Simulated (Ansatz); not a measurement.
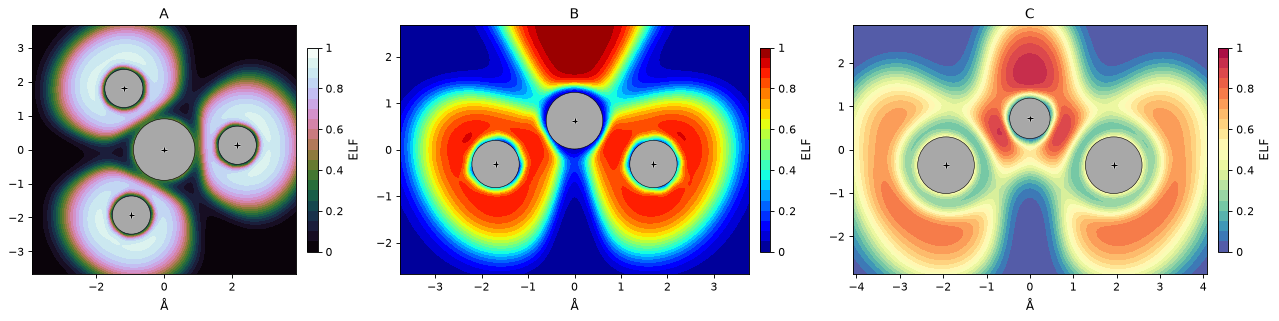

The electron localisation function of 3 systems, each on a plane through atoms (crosses mark nuclei in the plane; grey discs cover the cores).

The calculation used Ansatz, UKS PBE0-D4/def2-TZVPD.

System 1: MoS3 (charge −1, doublet), the molecular plane. Geometry: PBE0-D4/def2-SVPD; core potentials replace the inner electrons of Mo.

```json
{"atom": "Mo", "x (Å)": "0.0008", "y (Å)": "0.0014", "z (Å)": "-0.0010"}
{"atom": "S", "x (Å)": "1.7440", "y (Å)": "0.0373", "z (Å)": "1.2678"}
{"atom": "S", "x (Å)": "-1.6967", "y (Å)": "1.2472", "z (Å)": "0.4634"}
{"atom": "S", "x (Å)": "-0.0480", "y (Å)": "-1.2860", "z (Å)": "-1.7301"}
```

System 2: BeCl2 (charge −1, doublet), the molecular plane. Geometry: PBE-D4/def2-TZVPD; the highest occupied orbital lies above zero, a sign that basis and functional describe the outermost electron poorly.

```
atom    x (Å)    y (Å)    z (Å)
  Be   0.2685   0.5114   0.2320
  Cl   1.3919  -0.9807  -0.2839
  Cl  -1.6604   0.4693   0.0520
```

System 3: BSb2 (charge −1, quintet), the molecular plane. Geometry: PBE-D4/def2-TZVPD; ⟨S²⟩ = 6.05, above the pure value of 6.00; core potentials replace the inner electrons of Sb.

```xyz
3

B    -0.2401   -0.3707    0.5691
Sb   -1.5577    1.1449   -0.3675
Sb    1.7979   -0.7742   -0.2016
```

**Which map belongs to which system?**

Panel A is system 1, MoS3: the plane holds Mo and S. Mo–S (2.16 Å): the ELF peaks at about 0.75 in the valence shell of S, 0.8 Å from its nucleus, and is about 0.45 at the midpoint. Panel B is system 2, BeCl2: the plane holds Be and Cl. Be–Cl (1.94 Å): the ELF peaks at about 0.90 in the valence shell of Cl, 1.0 Å from its nucleus, and is about 0.90 at the midpoint. Panel C is system 3, BSb2: the plane holds B and Sb. B–Sb (2.22 Å): the ELF peaks at about 0.90 in the valence shell of B, 0.8 Å from its nucleus, and drops to about 0.20 between the two atoms.
